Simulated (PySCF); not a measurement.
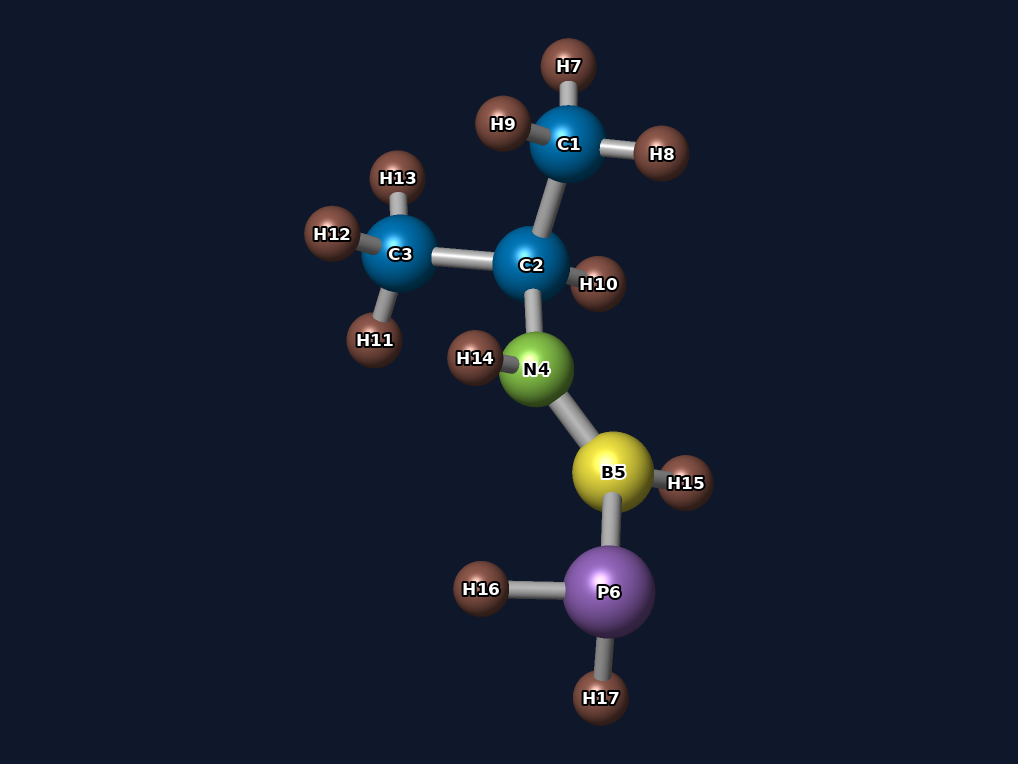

The thickness of each stick grows with its Mayer bond order. The geometry was computed by an optimisation with GFN2-xTB. No frequency run is at hand to confirm it as a minimum. Computed with PBE0/pcSseg-1 (PySCF 2.14.0).

### Which bond between heavy atoms has the highest Mayer bond order?

N4–B5, 1.38, at a length of 1.376 Å.

### Which bond between heavy atoms has the lowest Mayer bond order?

C2–N4, 0.90, at 1.451 Å.

List the Mayer bond orders of C1–C2, C2–C3, C2–N4, N4–B5, B5–P6 (bonds between heavy atoms, one of each equivalent set).

```tsv
bond	Mayer order	length (Å)
C1–C2	1.03	1.529
C2–C3	1.03	1.529
C2–N4	0.90	1.451
N4–B5	1.38	1.376
B5–P6	1.05	1.912
```

The geometry is semi-empirical. Around B, P such bond lengths and angles can be off by a tenth of an ångström or more and by several degrees, and values that hang on the shape move with them.
